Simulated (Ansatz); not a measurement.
## Geometry relaxation of SiH₆O₂ (part 2 of 2)

Continued. System: SiH₆O₂, SMILES O.[SiH3]O. Method: RKS PBE-D4/def2-SVP (Ansatz 0.2.0). 

Geometry of the input (Å):
```
O  -0.3258  0.0240  -2.3254
H  0.4785  0.3936  -2.6999
H  -0.6315  -0.6691  -2.9140
Si 0.0755  -0.0621  1.7252
O  0.3615  0.7028  0.3297
H  0.7140  -1.3839  1.7395
H  0.6823  0.8325  2.7009
H  -1.3619  -0.2363  1.9549
H  0.0074  0.3986  -0.5110
```

**Trajectory as extended XYZ, continued**
```
9
Properties=species:S:1:pos:R:3:forces:R:3 step=6 energy=-12055.80530
O    -0.3859    0.1213   -2.2622   -0.0077   0.0073  -0.0002
H     0.4817    0.2816   -2.6805   -0.0052  -0.0152  -0.0084
H    -0.5217   -0.8380   -2.3778    0.0156  -0.0021   0.0190
Si    0.0788   -0.0436    1.5840   -0.0138  -0.0121  -0.0134
O     0.4007    0.8894    0.2409   -0.0060   0.0014   0.0227
H     0.6953   -1.4258    1.5154    0.0068   0.0049  -0.0142
H     0.6634    0.6677    2.7694    0.0052  -0.0031   0.0001
H    -1.4005   -0.2526    1.8244   -0.0018   0.0099  -0.0028
H    -0.0117    0.6001   -0.6137    0.0068   0.0091  -0.0028
9
Properties=species:S:1:pos:R:3:forces:R:3 step=7 energy=-12055.80869
O    -0.3790    0.1063   -2.2390   -0.0061  -0.0596  -0.0237
H     0.4749    0.2454   -2.6931   -0.0310  -0.0304   0.0182
H    -0.5091   -0.8615   -2.2851    0.0333   0.0887   0.0145
Si    0.0733   -0.0445    1.5636    0.0237   0.0762  -0.0629
O     0.3948    0.9372    0.2525   -0.0193  -0.0272   0.0376
H     0.6992   -1.4202    1.4455   -0.0360   0.0038  -0.0137
H     0.6602    0.6198    2.7770   -0.0087  -0.0049  -0.0276
H    -1.4089   -0.2457    1.7929    0.0132  -0.0351   0.0075
H    -0.0054    0.6633   -0.6143    0.0309  -0.0115   0.0501
9
Properties=species:S:1:pos:R:3:forces:R:3 step=8 energy=-12055.80944
O    -0.3711    0.0890   -2.2037    0.0112  -0.3460  -0.0230
H     0.4804    0.1723   -2.6799   -0.1163  -0.0677   0.0772
H    -0.5121   -0.8839   -2.1439    0.1019   0.4182  -0.0408
Si    0.0724   -0.0334    1.5299    0.0202   0.0589  -0.1717
O     0.3890    1.0174    0.2660   -0.0336  -0.0892   0.1296
H     0.6884   -1.4070    1.3272   -0.0014   0.0575   0.0102
H     0.6541    0.5626    2.7841   -0.0296  -0.0192  -0.0894
H    -1.4090   -0.2682    1.7326    0.0108   0.0086   0.0363
H     0.0077    0.7514   -0.6125    0.0369  -0.0211   0.0715
9
Properties=species:S:1:pos:R:3:forces:R:3 step=9 energy=-12055.81361
O    -0.3695    0.0954   -2.2047    0.0328  -0.1243  -0.0063
H     0.5011    0.1389   -2.6484   -0.0728  -0.0351   0.0421
H    -0.5348   -0.8660   -2.1188    0.0415   0.1514  -0.0277
Si    0.0693   -0.0374    1.5149    0.0473   0.0861  -0.0819
O     0.3830    1.0278    0.2647   -0.0345  -0.0803   0.0977
H     0.7074   -1.3986    1.3091   -0.0317   0.0217  -0.0148
H     0.6462    0.5528    2.7703   -0.0084   0.0022  -0.0343
H    -1.4098   -0.2751    1.7281    0.0100  -0.0210  -0.0004
H     0.0071    0.7623   -0.6153    0.0158  -0.0005   0.0255
9
Properties=species:S:1:pos:R:3:forces:R:3 step=10 energy=-12055.81976
O    -0.3308    0.0802   -2.1791    0.0876   0.0054  -0.0098
H     0.5805    0.0045   -2.5234   -0.0169   0.0125  -0.0037
H    -0.6024   -0.8511   -2.0748   -0.0456  -0.0101   0.0268
Si    0.0642   -0.0253    1.4760   -0.0093  -0.0233   0.0105
O     0.3166    1.1148    0.2870    0.0324   0.0284  -0.0389
H     0.7072   -1.3633    1.1634    0.0023   0.0188  -0.0117
H     0.6738    0.5038    2.7408   -0.0050  -0.0042   0.0017
H    -1.4010   -0.3090    1.7207   -0.0050  -0.0101   0.0136
H    -0.0081    0.8458   -0.6106   -0.0405  -0.0173   0.0115
9
Properties=species:S:1:pos:R:3:forces:R:3 step=11 energy=-12055.81130 accepted=F
O    -0.2786    0.0822   -2.1705    0.6961  -0.6902  -0.1398
H     0.6638   -0.1368   -2.4176   -0.9280   0.1898   0.2526
H    -0.6857   -0.8099   -2.0445    0.2359   0.5108  -0.0697
Si    0.0616   -0.0169    1.4466   -0.0009  -0.0553  -0.0077
O     0.2538    1.1808    0.3013    0.0033  -0.0269  -0.0331
H     0.7202   -1.3300    1.0490   -0.0169   0.0862   0.0120
H     0.6954    0.4695    2.7177   -0.0069  -0.0160  -0.0157
H    -1.3895   -0.3471    1.7239    0.0164  -0.0022   0.0015
H    -0.0410    0.9084   -0.6061    0.0011   0.0038   0.0000
9
Properties=species:S:1:pos:R:3:forces:R:3 step=12 energy=-12055.82203
O    -0.2909    0.0878   -2.1736    0.0282  -0.3061  -0.0106
H     0.6196   -0.0760   -2.4962   -0.1373   0.0305   0.0753
H    -0.6452   -0.8182   -2.0385    0.0872   0.2690  -0.0455
Si    0.0618   -0.0225    1.4619    0.0262   0.0007  -0.0185
O     0.2885    1.1436    0.2903   -0.0246  -0.0055   0.0491
H     0.7185   -1.3446    1.1073   -0.0129   0.0268   0.0052
H     0.6794    0.4852    2.7328   -0.0063  -0.0064  -0.0190
H    -1.3964   -0.3306    1.7239    0.0042  -0.0062  -0.0036
H    -0.0351    0.8755   -0.6080    0.0352  -0.0028  -0.0324
9
Properties=species:S:1:pos:R:3:forces:R:3 step=13 energy=-12055.82488
O    -0.2776    0.0871   -2.1652    0.2059  -0.3119  -0.0437
H     0.6422   -0.1408   -2.4288   -0.3103   0.0658   0.0996
H    -0.6954   -0.7914   -2.0323    0.1022   0.2431  -0.0374
Si    0.0634   -0.0199    1.4463    0.0103   0.0011  -0.0255
O     0.2691    1.1714    0.2961   -0.0102  -0.0216   0.0069
H     0.7383   -1.3262    1.0677   -0.0039   0.0321   0.0015
H     0.6743    0.4761    2.7247   -0.0077  -0.0088  -0.0134
H    -1.3891   -0.3590    1.7043    0.0094   0.0008  -0.0046
H    -0.0253    0.9028   -0.6128    0.0043  -0.0005   0.0166
9
Properties=species:S:1:pos:R:3:forces:R:3 step=14 energy=-12055.82827
O    -0.2545    0.0923   -2.1617    0.1735  -0.3274  -0.0223
H     0.6567   -0.2144   -2.3688   -0.3043   0.0930   0.0802
H    -0.7490   -0.7461   -2.0348    0.1202   0.2253  -0.0399
Si    0.0669   -0.0199    1.4340    0.0130   0.0071  -0.0146
O     0.2544    1.1876    0.2987   -0.0090  -0.0028   0.0079
H     0.7694   -1.3075    1.0435   -0.0090   0.0209   0.0001
H     0.6640    0.4729    2.7196   -0.0060  -0.0080  -0.0048
H    -1.3802   -0.3864    1.6839    0.0084  -0.0089  -0.0084
H    -0.0276    0.9216   -0.6146    0.0131   0.0008   0.0019
9
Properties=species:S:1:pos:R:3:forces:R:3 step=15 energy=-12055.83711
O    -0.2149    0.0663   -2.1281    0.0458   0.0230   0.0233
H     0.6609   -0.3551   -2.2268   -0.0374  -0.0068   0.0096
H    -0.8181   -0.6889   -1.9966   -0.0146  -0.0143  -0.0036
Si    0.0710   -0.0110    1.3920   -0.0086   0.0110  -0.0351
O     0.2253    1.2535    0.3133   -0.0060  -0.0155   0.0114
H     0.8091   -1.2554    0.9351    0.0035   0.0098   0.0098
H     0.6463    0.4312    2.7051    0.0041   0.0024  -0.0087
H    -1.3648   -0.4334    1.6189    0.0091  -0.0055  -0.0154
H    -0.0148    0.9927   -0.6129    0.0042  -0.0040   0.0086
9
Properties=species:S:1:pos:R:3:forces:R:3 step=16 energy=-12055.84322
O    -0.1950    0.0671   -2.1032   -0.0011  -0.0299   0.0140
H     0.6198   -0.4671   -2.1611    0.0237   0.0015   0.0015
H    -0.8948   -0.6052   -1.9999   -0.0312   0.0199   0.0000
Si    0.0837   -0.0099    1.3727    0.0035   0.0225   0.0096
O     0.2294    1.2777    0.3214   -0.0124  -0.0381  -0.0496
H     0.8879   -1.2184    0.9349    0.0084   0.0002  -0.0076
H     0.5906    0.4360    2.7119   -0.0041  -0.0031   0.0061
H    -1.3419   -0.4918    1.5350    0.0009  -0.0079  -0.0146
H     0.0204    1.0117   -0.6120    0.0122   0.0349   0.0407
9
Properties=species:S:1:pos:R:3:forces:R:3 step=17 energy=-12055.82141 accepted=F
O    -0.1607    0.0638   -2.0735   -0.1261  -1.2902   0.0561
H     0.5652   -0.6251   -2.0603   -0.8055   0.7153  -0.0017
H    -0.9954   -0.4849   -2.0167    0.9169   0.5659  -0.0513
Si    0.1014   -0.0071    1.3493   -0.0228  -0.0099   0.0513
O     0.2279    1.3099    0.3316   -0.0273  -0.0780  -0.0938
H     0.9878   -1.1672    0.9261   -0.0251   0.0480   0.0126
H     0.5225    0.4404    2.7218   -0.0293  -0.0390  -0.0532
H    -1.3080   -0.5698    1.4322    0.0854   0.0318  -0.0119
H     0.0593    1.0401   -0.6106    0.0339   0.0562   0.0918
9
Properties=species:S:1:pos:R:3:forces:R:3 step=18 energy=-12055.84664
O    -0.1829    0.0542   -2.0843   -0.0040  -0.0071   0.0019
H     0.5864   -0.5462   -2.1147   -0.0094  -0.0027   0.0112
H    -0.9430   -0.5520   -1.9980    0.0033   0.0120   0.0040
Si    0.0941   -0.0042    1.3644   -0.0125  -0.0319  -0.0964
O     0.2346    1.2957    0.3277    0.0061   0.0345   0.0418
H     0.9389   -1.1836    0.9219    0.0126  -0.0044   0.0291
H     0.5513    0.4279    2.7267   -0.0147   0.0105  -0.0222
H    -1.3235   -0.5282    1.4658    0.0124   0.0037   0.0200
H     0.0441    1.0364   -0.6097    0.0062  -0.0146   0.0106
9
Properties=species:S:1:pos:R:3:forces:R:3 step=19 energy=-12055.84815
O    -0.1719    0.0480   -2.0696   -0.0195  -0.3011   0.0169
H     0.5517   -0.6158   -2.0558   -0.2324   0.1665   0.0038
H    -0.9865   -0.4937   -1.9882    0.2432   0.1325  -0.0164
Si    0.1021   -0.0092    1.3413    0.0010   0.0012   0.0153
O     0.2381    1.3105    0.3293    0.0082   0.0228   0.0334
H     0.9991   -1.1607    0.9218   -0.0392   0.0176   0.0092
H     0.5052    0.4232    2.7220   -0.0053  -0.0003  -0.0362
H    -1.3079   -0.5624    1.4134    0.0447  -0.0122  -0.0274
H     0.0702    1.0602   -0.6143   -0.0008  -0.0270   0.0016
9
Properties=species:S:1:pos:R:3:forces:R:3 step=20 energy=-12055.85053
O    -0.1681    0.0452   -2.0653   -0.0072  -0.1418   0.0081
H     0.5334   -0.6366   -2.0286   -0.1033   0.0783  -0.0036
H    -0.9953   -0.4715   -1.9866    0.1055   0.0583  -0.0022
Si    0.1057   -0.0064    1.3389   -0.0126  -0.0294  -0.0350
O     0.2382    1.3154    0.3294    0.0114   0.0280   0.0268
H     1.0062   -1.1538    0.9206    0.0072   0.0157   0.0118
H     0.4963    0.4283    2.7214   -0.0161  -0.0061  -0.0232
H    -1.2952   -0.5836    1.3856    0.0195   0.0176   0.0067
H     0.0788    1.0632   -0.6154   -0.0043  -0.0206   0.0107
9
Properties=species:S:1:pos:R:3:forces:R:3 step=21 energy=-12055.85146
O    -0.1722    0.0356   -2.0656    0.0082  -0.0230   0.0410
H     0.5123   -0.6607   -2.0272   -0.0469   0.0245  -0.0013
H    -1.0099   -0.4597   -1.9840    0.0386   0.0105   0.0039
Si    0.1109   -0.0062    1.3333    0.0008  -0.0372   0.0129
O     0.2513    1.3269    0.3410   -0.0067   0.0104  -0.0536
H     1.0304   -1.1415    0.9288    0.0115   0.0037  -0.0047
H     0.4698    0.4263    2.7214    0.0023  -0.0022   0.0389
H    -1.2840   -0.5937    1.3549   -0.0116   0.0034  -0.0094
H     0.0915    1.0732   -0.6027    0.0038   0.0099  -0.0277
9
Properties=species:S:1:pos:R:3:forces:R:3 step=22 energy=-12055.85333
O    -0.1817    0.0255   -2.0309   -0.0097   0.0016  -0.0127
H     0.4894   -0.6828   -2.0101    0.0012  -0.0045   0.0056
H    -1.0249   -0.4546   -1.9257    0.0047   0.0052   0.0080
Si    0.1167   -0.0048    1.3125    0.0038  -0.0018   0.0186
O     0.2696    1.3416    0.3386    0.0028   0.0159  -0.0204
H     1.0604   -1.1239    0.9203    0.0085  -0.0057   0.0018
H     0.4286    0.4092    2.7206   -0.0063  -0.0039  -0.0156
H    -1.2737   -0.6034    1.2825   -0.0084  -0.0068  -0.0010
H     0.1154    1.0933   -0.6079    0.0034   0.0001   0.0157
9
Properties=species:S:1:pos:R:3:forces:R:3 step=23 energy=-12055.85399
O    -0.1925    0.0159   -2.0124   -0.0405  -0.0241  -0.0073
H     0.4599   -0.7099   -1.9861   -0.0063   0.0007   0.0019
H    -1.0457   -0.4381   -1.8690    0.0465   0.0231  -0.0016
Si    0.1239   -0.0043    1.2926    0.0031  -0.0011   0.0400
O     0.2909    1.3558    0.3385   -0.0035  -0.0062  -0.0020
H     1.0978   -1.1057    0.9223   -0.0057   0.0024   0.0044
H     0.3801    0.3985    2.7167   -0.0110  -0.0103  -0.0409
H    -1.2579   -0.6228    1.2067    0.0175   0.0072   0.0017
H     0.1436    1.1106   -0.6095    0.0000   0.0084   0.0038
9
Properties=species:S:1:pos:R:3:forces:R:3 step=24 energy=-12055.85418
O    -0.1928    0.0158   -2.0155   -0.0176  -0.0028  -0.0023
H     0.4542   -0.7142   -1.9824    0.0050  -0.0050  -0.0006
H    -1.0468   -0.4298   -1.8566    0.0102   0.0063  -0.0015
Si    0.1257   -0.0052    1.2905   -0.0094   0.0031   0.0199
O     0.2920    1.3555    0.3369   -0.0019  -0.0129  -0.0005
H     1.1035   -1.1045    0.9255   -0.0010   0.0030   0.0022
H     0.3710    0.3991    2.7142    0.0003  -0.0040  -0.0140
H    -1.2537   -0.6275    1.1989    0.0111   0.0034  -0.0031
H     0.1468    1.1109   -0.6116    0.0033   0.0091  -0.0001
```

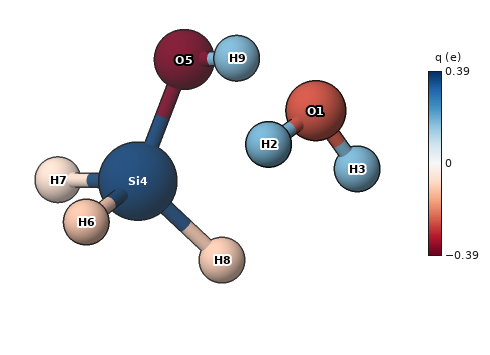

Figure 1. Mulliken charges, as the colour of each atom (ball-and-stick view, seen at a tilt; atoms are numbered from 1 in the order of the input). By element: O −0.37 to −0.24, H −0.11 to +0.18 and Si +0.37 e.
